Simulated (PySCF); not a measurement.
SMILES Fc1ccc(C(F)(F)F)s1 at its GFN2-xTB optimised geometry (Å):

```
12

F     -1.8513    -2.7039     0.0003
C     -1.0646    -1.6358     0.0000
C      0.2934    -1.6358     0.0000
C      0.8035    -0.3218     0.0000
C     -0.1797     0.6226     0.0008
C      0.0046     2.0997    -0.0044
F     -0.4995     2.6842    -1.1063
F      1.3007     2.4342     0.0450
F     -0.5889     2.7039     1.0392
S     -1.7707    -0.0594    -0.0001
H      0.8932    -2.5260    -0.0001
H      1.8513    -0.0833     0.0004
```

Calculation: CAM-B3LYP/def2-TZVP (PySCF 2.14.0).

Map of the HOMO−1 amplitude (bohr^(-3/2)) on the plane z = 1.5 Å; orbital energy -9.42 eV, overall sign arbitrary:

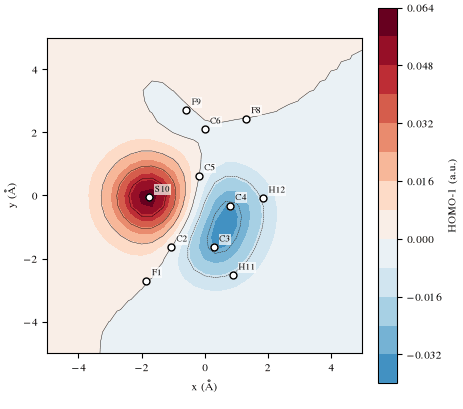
HOMO−1 amplitude (bohr^(-3/2)) on the plane z = 1.5 Å.
